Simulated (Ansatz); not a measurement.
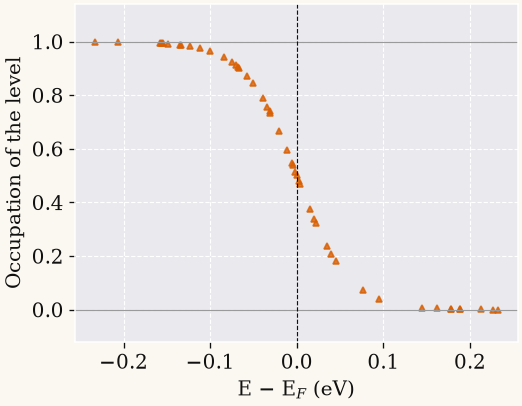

Occupations of the one-electron levels of the k mesh against their energy, from a run on SrTa₂As₄, space group R-3m (No. 166), 7 atoms in the cell, MgIn2Se4-166 type type, with Ansatz.

Q: Which smearing scheme was used (Fermi-Dirac, Gaussian, Methfessel-Paxton or cold), and about what width?

A: Fermi-Dirac smearing with a width of 0.03 eV. The occupations stay between 0 and 1 and have long exponential tails; the slope at the Fermi level is 1/(4 × width).
